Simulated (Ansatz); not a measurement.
```
CELL_PARAMETERS angstrom
3.32315 0.00000 0.04133
0.00000 5.08818 0.00000
-0.06656 0.00000 5.25082
ATOMIC_POSITIONS crystal
Al 0.50059 0.00000 0.76605
Al 0.49941 0.00000 0.23395
Al 0.50000 0.50000 0.50000
Si 0.50000 0.50000 0.00000
N 0.00000 0.00000 0.00000
O 0.00000 0.50000 0.50000
```

Space group Pmmm; a structure generated by program, which may or may not match a known phase.

Level of theory: Ansatz, DFT PBE, scalar-relativistic, plane waves, PAW.

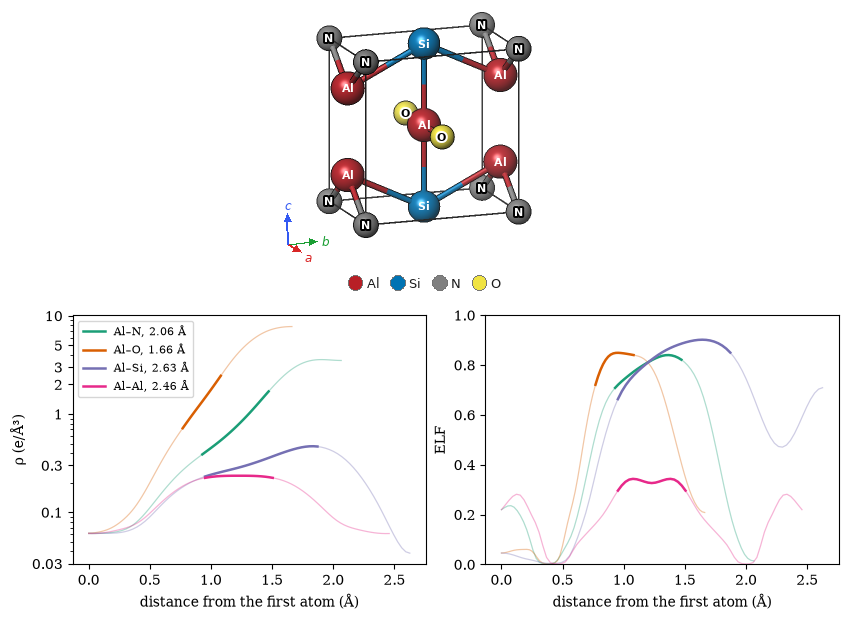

Al3SiNO. Valence charge density (pseudo) and electron localisation function along straight lines between neighbouring atoms. Thin, pale parts lie inside the atomic spheres. The structure is drawn too.

The density is the valence pseudo-density of a PAW calculation; it isn't the true density close to the nuclei.

Q: Compare the contacts.

A: Al–N (2.06 Å): ρ is about 0.48 e/Å³ halfway; the ELF peaks at about 0.85 in the valence shell of N, 0.7 Å from its nucleus, and is about 0.75 at the midpoint.
Al–O (1.66 Å): ρ is about 0.92 e/Å³ halfway; the ELF peaks at about 0.85 in the valence shell of O, 0.7 Å from its nucleus, and is about 0.80 at the midpoint.
Al–Si (2.63 Å): ρ at the midpoint is about 0.31 e/Å³; the ELF peaks at about 0.90 in the valence shell of Si, 1.0 Å from its nucleus, and is about 0.85 at the midpoint.
Al–Al (2.46 Å): ρ at the midpoint is about 0.24 e/Å³; the ELF is about 0.35 at the midpoint.
